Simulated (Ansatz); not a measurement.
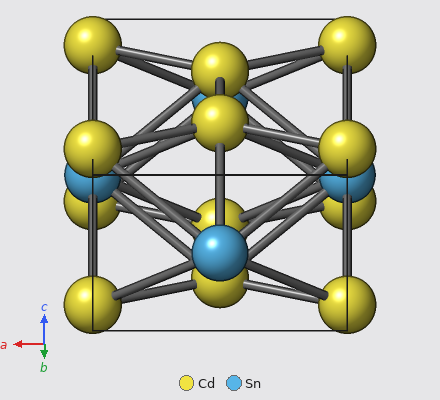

The structure, seen along [011]; the drawing may span several cells.

Structure (in its standard cell), the end point of a relaxation with DFT PBE, scalar-relativistic, plane waves, PAW in Ansatz; the starting structure was generated, so it need not be a known form of this composition:

```cif
data_structure
_symmetry_space_group_name_H-M 'Cmmm'
_symmetry_Int_Tables_number 65
_cell_length_a 5.1761
_cell_length_b 8.6961
_cell_length_c 3.4056
_cell_angle_alpha 90.000
_cell_angle_beta 90.000
_cell_angle_gamma 90.000
_cell_volume 153.29
loop_
_atom_site_label
_atom_site_type_symbol
_atom_site_symmetry_multiplicity
_atom_site_Wyckoff_symbol
_atom_site_fract_x
_atom_site_fract_y
_atom_site_fract_z
_atom_site_occupancy
Cd1 Cd 4 i 0.50000 0.33254 0.00000 1
Sn1 Sn 2 c 0.50000 0.00000 0.50000 1
```

> What does the kinematic electron diffraction pattern along [011] look like at 200 kV (B = 1 Å²)?

The spots form a centred rectangular net with both shortest vectors at d = 2.70 Å, 63.0° apart. They are -1 -1 1 and 1 -1 1. The pattern has symmetry 2mm. The lattice centring (C) removes all reflections that break h + k = 2n; reflections such as 0 2 -2, 2 -2 2, 2 2 -2 are allowed but too weak to see at this display level.

Strongest reflections with d > 0.83 Å, one of each family (|F|² from tabulated Gaussian fits of the electron scattering factors, times a small damping for the curvature of the Ewald sphere):

```tsv
hkl	d (Å)	I (strongest = 100)
2 0 0	2.588	100
1 1 -1	2.704	48
4 0 0	1.294	23
3 1 -1	1.516	15
6 0 0	0.863	6
5 1 -1	0.984	4
```

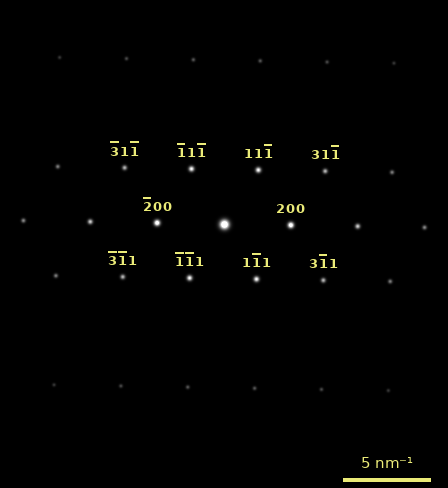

Calculated pattern, seen from the source side with [011] pointing towards the source.
